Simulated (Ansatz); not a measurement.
The parent structure is Ge in the diamond structure (space group Fd-3m, No. 227; a = 5.7617 Å).

One thing is altered: an isotropic linear strain of −3.00 %, atoms relaxed at fixed cell.

Level of theory: PBE in Ansatz (plane waves to 420 eV, PAW, scalar-relativistic without spin-orbit coupling).

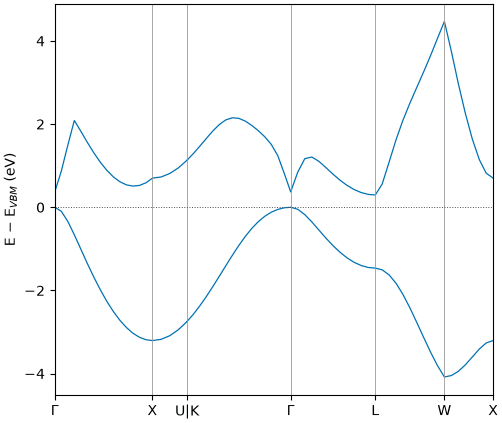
Fig. 1. Highest valence and lowest conduction band along the path of the changed cell's own zone

Read the changed gap and its character from the plot.

About 0.3 eV, indirect, Γ → L.

Stability against distortions was not tested.

Ansatz is a first-principles code.
